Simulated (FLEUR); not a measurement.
# Fe3Ge: which magnetic order is lowest, part 2 of 3

Aim: find out whether Fe3Ge carries moments, and which collinear order costs least.

FLEUR MaX-R8.1; PBEsol; all-electron FLAPW, Dirac cores, scalar-relativistic bands.

So far, largest spin moment in the muffin-tin sphere (μB): step 2 (order 1, typed as ferro +++) 2.25.

**3. Order 2, typed as ferri ++-**

Reversing part of the moments tests the sign of the couplings between them.

File inp.xml:

```
<?xml version="1.0" encoding="UTF-8" standalone="no"?>
<fleurInput fleurInputVersion="0.39">
   <comment>
      Fe3Ge
   </comment>
   <calculationSetup>
      <cutoffs Kmax="3.6" Gmax="10.8" GmaxXC="10.8" numbands="0"/>
      <scfLoop itmax="90" minDistance="0.00002" maxIterBroyd="15" imix="Anderson" alpha="0.05" precondParam="0.0" spinf="2.0" sdNocoIR="T"/>
      <coreElectrons ctail="T" frcor="F" kcrel="1" coretail_lmax="0"/>
      <xcFunctional name="PBEs" relativisticCorrections="F"/>
      <magnetism jspins="2"/>
      <soc l_soc="F" theta="0.0" phi="0.0" spav="F"/>
      <expertModes spex="0" secvar="F"/>
      <geometryOptimization l_f="F" forcealpha="1.0" forcemix="BFGS" epsdisp="0.00001" epsforce="0.00001"/>
      <ldaU l_linMix="F" mixParam="0.05" spinf="1.0"/>
   </calculationSetup>
   <cell>
      <bzIntegration valenceElectrons="62.0" mode="hist" fermiSmearingEnergy="0.00183747">
         <kPointListSelection listName="default-1"/>
         <xi:include xmlns:xi="http://www.w3.org/2001/XInclude" href="kpts.xml"> </xi:include>
      </bzIntegration>
      <xi:include xmlns:xi="http://www.w3.org/2001/XInclude" href="sym.xml"> </xi:include>
      <bulkLattice scale="1.0">
         <bravaisMatrix>
            <row-1>    6.9173434617558840     0.0000000000000000     0.0000000000000000</row-1>
            <row-2>    0.0000000000000000     6.9173434617558840     0.0000000000000000</row-2>
            <row-3>    0.0000000000000000     0.0000000000000000     6.9173434617558840</row-3>
         </bravaisMatrix>
      </bulkLattice>
   </cell>
   <atomSpecies>
      <species name="Iron (Fe) 2.800" element="Fe" atomicNumber="26">
         <mtSphere radius="2.38" gridPoints="787" logIncrement="0.016"/>
         <atomicCutoffs lmax="8" lnonsphr="6"/>
         <electronConfig flipSpins="F">
            <coreConfig>(1s1/2) (2s1/2) (2p1/2) (2p3/2)</coreConfig>
            <valenceConfig>(3s1/2) (3p1/2) (3p3/2) (4s1/2) (3d3/2) (3d5/2)</valenceConfig>
            <stateOccupation state="(3d3/2)" spinUp="1.4" spinDown="1.0"/>
            <stateOccupation state="(3d5/2)" spinUp="3.0" spinDown="0.6"/>
         </electronConfig>
         <energyParameters s="4" p="4" d="3" f="4"/>
         <lo type="SCLO" l="0" n="3" eDeriv="0"/>
         <lo type="SCLO" l="1" n="3" eDeriv="0"/>
      </species>
      <species name="Iron (Fe) -2.800" element="Fe" atomicNumber="26">
         <mtSphere radius="2.38" gridPoints="787" logIncrement="0.016"/>
         <atomicCutoffs lmax="8" lnonsphr="6"/>
         <electronConfig flipSpins="F">
            <coreConfig>(1s1/2) (2s1/2) (2p1/2) (2p3/2)</coreConfig>
            <valenceConfig>(3s1/2) (3p1/2) (3p3/2) (4s1/2) (3d3/2) (3d5/2)</valenceConfig>
            <stateOccupation state="(3d3/2)" spinUp="1.0" spinDown="1.4"/>
            <stateOccupation state="(3d5/2)" spinUp="0.6" spinDown="3.0"/>
         </electronConfig>
         <energyParameters s="4" p="4" d="3" f="4"/>
         <lo type="SCLO" l="0" n="3" eDeriv="0"/>
         <lo type="SCLO" l="1" n="3" eDeriv="0"/>
      </species>
      <species name="Germanium (Ge)" element="Ge" atomicNumber="32">
         <mtSphere radius="2.38" gridPoints="787" logIncrement="0.016"/>
         <atomicCutoffs lmax="8" lnonsphr="6"/>
         <electronConfig flipSpins="F">
            <coreConfig>(1s1/2) (2s1/2) (2p1/2) (2p3/2) (3s1/2) (3p1/2) (3p3/2)</coreConfig>
            <valenceConfig>(4s1/2) (3d3/2) (3d5/2) (4p1/2) (4p3/2)</valenceConfig>
            <stateOccupation state="(4p1/2)" spinUp="0.333333" spinDown="0.333333"/>
            <stateOccupation state="(4p3/2)" spinUp="0.666667" spinDown="0.666667"/>
         </electronConfig>
         <energyParameters s="4" p="4" d="3" f="4"/>
      </species>
   </atomSpecies>
   <atomGroups>
      <atomGroup species="Iron (Fe) 2.800">
         <relPos label="                   1">.0000000000 1.000/2.000 1.000/2.000</relPos>
         <relPos label="                   2">1.000/2.000 1.000/2.000 .0000000000</relPos>
         <force calculate="T" relaxXYZ="TTT"/>
      </atomGroup>
      <atomGroup species="Iron (Fe) -2.800">
         <relPos label="                   3">1.000/2.000 .0000000000 1.000/2.000</relPos>
         <force calculate="T" relaxXYZ="TTT"/>
      </atomGroup>
      <atomGroup species="Germanium (Ge)">
         <relPos label="                   4">.0000000000 .0000000000 .0000000000</relPos>
         <force calculate="T" relaxXYZ="TTT"/>
      </atomGroup>
   </atomGroups>
   <output dos="F" band="F" slice="F">
      <bandDOS minEnergy="-.5*Htr" maxEnergy="0.5*Htr" sigma="0.015" storeEVData="T"/>
      <plotting iplot="0" polar="F">
         <plot TwoD="T" vec1="  1.0  0.0  0.0" vec2="  0.0  1.0  0.0" vec3="  0.0  0.0  1.0" zero="  0.0  0.0  0.0" file="plot"/>
      </plotting>
      <moessbauerParams electricFieldGradient="F" isomerShift="T" coreHyperfine="T" valenceHyperfine="T"/>
   </output>
</fleurInput>
```

File crystal.txt:

```
Fe3Ge
&input film=F cartesian=F /
3.66050052000  0.00000000000  0.00000000000
0.00000000000  3.66050052000  0.00000000000
0.00000000000  0.00000000000  3.66050052000
1.8897261246
1.0 1.0 1.0

4
26 0.00000000000  0.50000000000  0.50000000000 : 2.800
26 0.50000000000  0.50000000000  0.00000000000 : 2.800
26 0.50000000000  0.00000000000  0.50000000000 : -2.800
32 0.00000000000  0.00000000000  0.00000000000

&kpt div1=8 div2=8 div3=8 gamma=T /
```

Started as:

```
$ OMP_NUM_THREADS=1 inpgen -f crystal.txt > inpgen.log  # inp.xml is then edited as shown
$ OMP_NUM_THREADS=1 mpirun -n 4 fleur_MPI > fleur.log
```

The program printed:

```text
[banner, memory and clock lines left out]
Welcome to FLEUR        (www.flapw.de)
      MaX-Release 8.1          (www.max-centre.eu)

 ========== k-point set info ==========
 Selected k-point list: default-1
 k-point list type: mesh
 0 x 0 x 0
 Number of k points: 76

 ------------Calculation Setup---------------------------
 Number of PE/node        :            4
 Number of OMP-threads    :            1
 k-points in parallel     :            4
 pe's per k-point         :            1
 No of k-point loops      :           19
 Eigenvalue solver        :       lapack
 Number of basis functions:          304
 Approximate size of matrices (H+S) per k-point:         0.001 GB
 [... lines of the core solver left out ...]
 Iteration:     1   Distance:      13.52453077 me/bohr^3
 Iteration:     2   Distance:      12.86623291 me/bohr^3
 Iteration:     3   Distance:       8.17599595 me/bohr^3
 Iteration:     4   Distance:       6.04380142 me/bohr^3
 Iteration:     5   Distance:       3.44823604 me/bohr^3
 Iteration:     6   Distance:       2.18794328 me/bohr^3
 Iteration:     7   Distance:       1.88717257 me/bohr^3
 Iteration:     8   Distance:       1.59212636 me/bohr^3
 Iteration:     9   Distance:       1.32683523 me/bohr^3
 Iteration:    10   Distance:       0.59827417 me/bohr^3
[... 26 iterations left out ...]
 Iteration:    37   Distance:       0.00008732 me/bohr^3
 Iteration:    38   Distance:       0.00005889 me/bohr^3
 Iteration:    39   Distance:       0.00011627 me/bohr^3
 Iteration:    40   Distance:       0.00011512 me/bohr^3
 Iteration:    41   Distance:       0.00008271 me/bohr^3
 Iteration:    42   Distance:       0.00003102 me/bohr^3
 Iteration:    43   Distance:       0.00002513 me/bohr^3
 Iteration:    44   Distance:       0.00002139 me/bohr^3
 Iteration:    45   Distance:       0.00002178 me/bohr^3
 Iteration:    46   Distance:       0.00001241 me/bohr^3

 ********************************************************************
 Run finished successfully
 Stop message:
   all done
 ********************************************************************

--- out.xml (last complete iteration) ---
<iteration numberForCurrentRun="   46" overallNumber="   46">
         [... left out ...]
         <bandgap value="0.0000901413" units="eV"/>
         <sumValenceSingleParticleEnergies value="-43.4165897329" units="Htr"/>
         <FermiEnergy value="0.3754790415" units="Htr"/>
         <valenceDensity>
            <mtCharges spin="1">
               <mtCharge atomType="1" total="8.6718791" s="1.2147072" p="3.2359428" d="4.2026117" f="0.0149191"/>
               <mtCharge atomType="2" total="6.6109087" s="1.1779360" p="3.2038464" d="2.2089469" f="0.0156127"/>
               <mtCharge atomType="3" total="6.3176228" s="0.5737205" p="0.6930221" d="5.0260786" f="0.0193675"/>
            </mtCharges>
            <mtCharges spin="2">
               <mtCharge atomType="1" total="6.4605572" s="1.1892623" p="3.2148982" d="2.0376556" f="0.0150543"/>
               <mtCharge atomType="2" total="8.5382282" s="1.2220408" p="3.2450619" d="4.0547500" f="0.0134909"/>
               <mtCharge atomType="3" total="6.3491496" s="0.5693901" p="0.7365703" d="5.0213455" f="0.0171702"/>
            </mtCharges>
            <spinDependentCharge spin="1" total="32.2211865" interstitial="1.9488968" mtSpheres="30.2722897"/>
            <spinDependentCharge spin="2" total="29.7788135" interstitial="1.9703214" mtSpheres="27.8084921"/>
            <totalCharge value="62.0000000000"/>
         </valenceDensity>
         [... left out ...]
         <magneticMomentsInMTSpheres units="muBohr">
            <globalMagMoment atomType="1" vec="0.00000   0.00000   2.21133"/>
            <localMagMoment atomType="1" vec="0.00000   0.00000   2.21133"/>
            <globalMagMoment atomType="2" vec="0.00000   0.00000  -1.92733"/>
            <localMagMoment atomType="2" vec="0.00000   0.00000  -1.92733"/>
            <globalMagMoment atomType="3" vec="0.00000   0.00000  -0.03153"/>
            <localMagMoment atomType="3" vec="0.00000   0.00000  -0.03153"/>
         </magneticMomentsInMTSpheres>
         [... left out ...]
         <totalEnergy value="    -5912.4679644050" units="Htr">
            <sumOfEigenvalues value="    -3405.7676542148">
               <coreElectrons value="-3362.3510644819"/>
               <valenceElectrons value="-43.4165897329"/>
            </sumOfEigenvalues>
            <densityCoulombPotentialIntegral value="-9096.0870081750"/>
            <densityEffectivePotentialIntegral value="-9413.8864784085"/>
            <chargeDenXCDenIntegral value="-242.5245273942"/>
            <FockExchangeEnergyValence value="0.0000000000"/>
            <FockExchangeEnergyCore value="0.0000000000"/>
         [... left out ...]
            <tkbTimesEntropy value="0.0017391072"/>
            <freeEnergy value="-5912.4697035122"/>
            <extrapolationTo0K value="-5912.4688339586"/>
         </totalEnergy>
         <densityConvergence units="me/bohr^3">
            <chargeDensity spin="1" distance="0.0000075565"/>
            <chargeDensity spin="2" distance="0.0000060582"/>
            <overallChargeDensity distance="0.0000057975"/>
            <spinDensity distance="0.0000124094"/>
         </densityConvergence>
      </iteration>
```

The job ended after 2.4 min (4 MPI ranks of Arm Neoverse N1, shared host; peak memory 0.27 GiB; 9.7 min of CPU time).

Spin moment in the muffin-tin sphere by atom:

```
atom  spin moment in the muffin-tin sphere (μB)
 Fe1                                       2.21
 Fe2                                       2.21
 Fe3                                      -1.93
 Ge4                                      -0.03
```

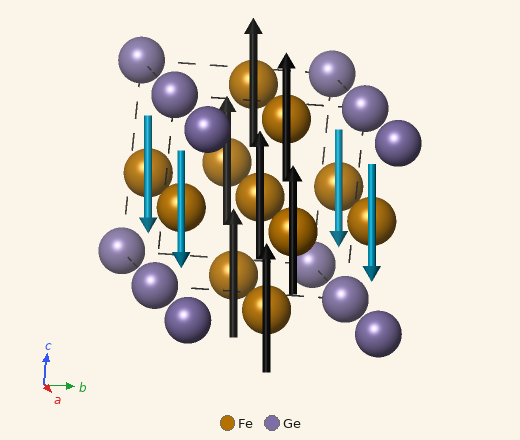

Spin moment in the muffin-tin sphere as arrows, the longest 2.21 μB. Up and down stand for the sign. Arrows give size and sign along the axis of quantisation, drawn up and down the page. The two directions have two colours. 2×1×1 cells are drawn. Some periodic images of atoms are drawn too.

Numbers from this step:

* free energy: -160886.4968 eV
* program's band gap on this mesh (in a metal only a level spacing): 9.01e-5 eV
* magnetization: 2.442 μB
* final state: ferrimagnetic

It lies 203 meV a seeded atom over the first start, and its largest moment is 2.21 μB against 2.25 μB.

**4. Order 3, typed as no spin polarisation**

Without spin polarisation no moment can form, so the difference from the other runs is what forming moments gains.

inp.xml, as its differences from that of step 3:

```diff
@@ -10,3 +10,3 @@
       <xcFunctional name="PBEs" relativisticCorrections="F"/>
-      <magnetism jspins="2"/>
+      <magnetism jspins="1"/>
       <soc l_soc="F" theta="0.0" phi="0.0" spav="F"/>
@@ -31,3 +31,3 @@
    <atomSpecies>
-      <species name="Iron (Fe) 2.800" element="Fe" atomicNumber="26">
+      <species name="Iron (Fe)" element="Fe" atomicNumber="26">
          <mtSphere radius="2.38" gridPoints="787" logIncrement="0.016"/>
@@ -37,17 +37,4 @@
             <valenceConfig>(3s1/2) (3p1/2) (3p3/2) (4s1/2) (3d3/2) (3d5/2)</valenceConfig>
-            <stateOccupation state="(3d3/2)" spinUp="1.4" spinDown="1.0"/>
-            <stateOccupation state="(3d5/2)" spinUp="3.0" spinDown="0.6"/>
-         </electronConfig>
-         <energyParameters s="4" p="4" d="3" f="4"/>
-         <lo type="SCLO" l="0" n="3" eDeriv="0"/>
-         <lo type="SCLO" l="1" n="3" eDeriv="0"/>
-      </species>
-      <species name="Iron (Fe) -2.800" element="Fe" atomicNumber="26">
-         <mtSphere radius="2.38" gridPoints="787" logIncrement="0.016"/>
-         <atomicCutoffs lmax="8" lnonsphr="6"/>
-         <electronConfig flipSpins="F">
-            <coreConfig>(1s1/2) (2s1/2) (2p1/2) (2p3/2)</coreConfig>
-            <valenceConfig>(3s1/2) (3p1/2) (3p3/2) (4s1/2) (3d3/2) (3d5/2)</valenceConfig>
-            <stateOccupation state="(3d3/2)" spinUp="1.0" spinDown="1.4"/>
-            <stateOccupation state="(3d5/2)" spinUp="0.6" spinDown="3.0"/>
+            <stateOccupation state="(3d3/2)" spinUp="1.200000" spinDown="1.200000"/>
+            <stateOccupation state="(3d5/2)" spinUp="1.800000" spinDown="1.800000"/>
          </electronConfig>
@@ -70,8 +57,5 @@
    <atomGroups>
-      <atomGroup species="Iron (Fe) 2.800">
+      <atomGroup species="Iron (Fe)">
          <relPos label="                   1">.0000000000 1.000/2.000 1.000/2.000</relPos>
          <relPos label="                   2">1.000/2.000 1.000/2.000 .0000000000</relPos>
-         <force calculate="T" relaxXYZ="TTT"/>
-      </atomGroup>
-      <atomGroup species="Iron (Fe) -2.800">
          <relPos label="                   3">1.000/2.000 .0000000000 1.000/2.000</relPos>
```

File crystal.txt:

```
Fe3Ge
&input film=F cartesian=F /
3.66050052000  0.00000000000  0.00000000000
0.00000000000  3.66050052000  0.00000000000
0.00000000000  0.00000000000  3.66050052000
1.8897261246
1.0 1.0 1.0

4
26 0.00000000000  0.50000000000  0.50000000000
26 0.50000000000  0.50000000000  0.00000000000
26 0.50000000000  0.00000000000  0.50000000000
32 0.00000000000  0.00000000000  0.00000000000

&kpt div1=8 div2=8 div3=8 gamma=T /
```

The program printed:

```text
[banner, memory and clock lines left out]
Welcome to FLEUR        (www.flapw.de)
      MaX-Release 8.1          (www.max-centre.eu)

 ========== k-point set info ==========
 Selected k-point list: default-1
 k-point list type: mesh
 0 x 0 x 0
 Number of k points: 36

 [... set-up left out ...]
 Iteration:     1   Distance:       0.00000000 me/bohr^3

 ********************************************************************
 Run finished successfully
 Stop message:
   all done
 ********************************************************************
```

Wall time 2 s (4 MPI ranks); peak memory 0.08 GiB.

The run ended without a usable result.

**5. The states side by side**

Free energies are divided by the number of seeded atoms.

Orders:

```csv
start,final state,typed order kept,energy over the lowest (meV a seeded atom),largest sphere moment (μB),net moment (μB a primitive cell),mesh matched,CPU time (s)
ferro +++,"ferromagnetic, with opposed induced moments",yes,0,2.254,6.545,yes,156.8
ferri ++-,ferrimagnetic,yes,203.4,2.211,2.442,yes,579.7
```

[end of part 2 of 3]

[Logs and program files are shortened in this print: banners, set-up blocks, solver, clock and traceback lines can be left out without a mark of their own.]

[Logs are printed without paths, hosts, clocks, repeated set-up lines and the standing remarks that a program may print on its own settings, such as how far it seeks lower states.]

[Hosts, paths, dates, database ids (printed as entryN), source tags and the programs' standing remarks are cut or masked in the printed files.]

[Where a cell is said to come from a database of computed structures, the database is the Materials Project.]
